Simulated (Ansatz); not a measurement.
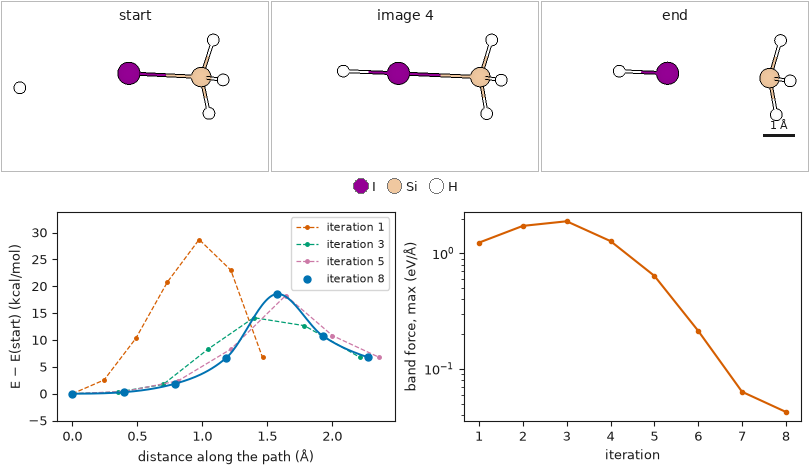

A nudged-elastic-band calculation for SiH$_{4}$I (multiplicity 2), made up of SiH$_{3}$I and H. Images are numbered from 0 (start) to 6 (end). The plot follows the band through its iterations. Style: ball-and-stick. Shown at a tilt.

The calculation used UHF/def2-SVP (Ansatz 0.2.0). Run with 5 movable images; climbing image.

Q: Judge this run.

A: The run is converged, with reservations. The band converged in 8 iterations. The largest component of the band force went from 1.2 to 0.042 eV/Å. The climbing image converged on the top of the path. Its curvatures weren't checked. The largest force component is 0.40 eV/Å at the start and 0.68 eV/Å at the end; an end with forces this large is no minimum, and the barrier measured from it can be far off. The first iteration put the highest image at 28.7 kcal/mol. The highest point, image 4, lies 18.6 kcal/mol above the start and 11.8 kcal/mol above the end; the end is at +6.8 kcal/mol relative to the start.

Limits of the set-up: the start holds two separate molecules, 3.7 Å apart at their closest, whose relative position is a soft coordinate and is computed without a dispersion correction; Hartree-Fock leaves out electron correlation.

The run took 26 s on 4 threads of Arm Neoverse V2, with other jobs on the host.
